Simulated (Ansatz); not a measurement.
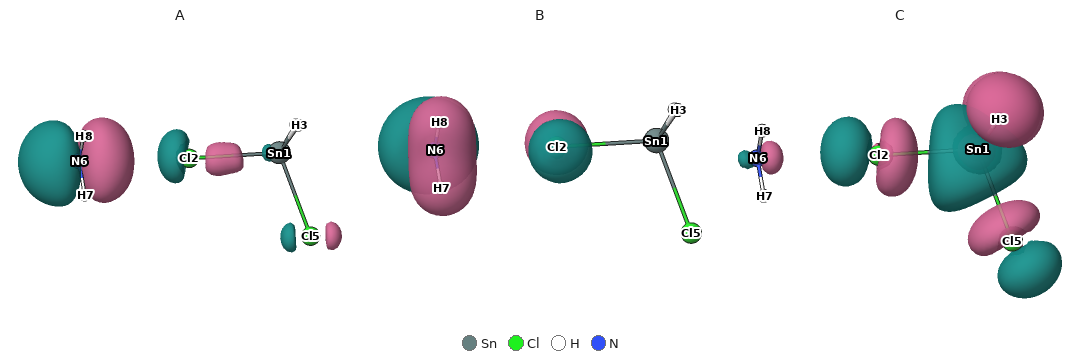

Figure. Cl2H2Sn···NH2 (doublet). Three frontier orbitals at ±0.1 Å⁻³ᐟ² (teal and pink are the two phases), in no order.

Core potentials replace the inner electrons of Sn.

Computed with UKS revPBE-D4/def2-SVP (Ansatz).

The calculation's input:

```
crystal:
  periodic: [false, false, false]
  atoms:
    - { symbol: Sn, position_ang: [0.0, 0.0, 0.0] }
    - { symbol: Cl, position_ang: [0.0, 0.0, 2.66] }
    - { symbol: H, position_ang: [1.6408, 0.0, -0.5794] }
    - { symbol: H, position_ang: [-0.8195, 1.4198, -0.5794] }
    - { symbol: Cl, position_ang: [-1.1351, -1.9666, -0.8025] }
    - { symbol: "N", position_ang: [0.0, 0.0, 4.69] }
    - { symbol: H, position_ang: [-0.496, -0.7725, 5.22] }
    - { symbol: H, position_ang: [0.496, 0.7725, 5.22] }
magnetization:
  spin_polarized: true
  initial_magnetization: 1
basis:
  gaussian: { orbitals: def2-SVP }
hamiltonian:
  xc: revpbe
  dispersion: d4
relax:
  f_tol: 0.15
  max_steps: 25
  restrain:
    - { distance: [1, 5], at: 2.93, k: 30.0 }
    - { distance: [0, 1], at: 2.41, k: 30.0 }
output:
  orbitals: {}
```

Run with:

```sh
ansatz run input.yaml --threads 4 --pin off --max-ram 5120MiB --backend cpu --events-out ev --progress --plain --runs-dir out
```

The fields are those of the relaxed geometry.

Which picture is the HOMO−1, the HOMO and the LUMO? All are α orbitals.

B is the HOMO−1 (α) (−7.00 eV). It lies mainly on N6 (about 75 %), Cl2 (about 10 %), H8 (about 5 %) and H7 (about 5 %); largely a lone pair of N6. A is the HOMO (α) (−6.56 eV). By Hirshfeld shares it lies mainly on N6 (about 80 %); largely a lone pair of N6. C is the LUMO (α) (−2.53 eV). It lies mainly on Sn1 (about 40 %), Cl2 (about 20 %), Cl5 (about 20 %), H4 (about 10 %) and H3 (about 10 %).

What is the gap between the highest occupied and lowest empty α orbitals?

4.03 eV between the orbital energies.
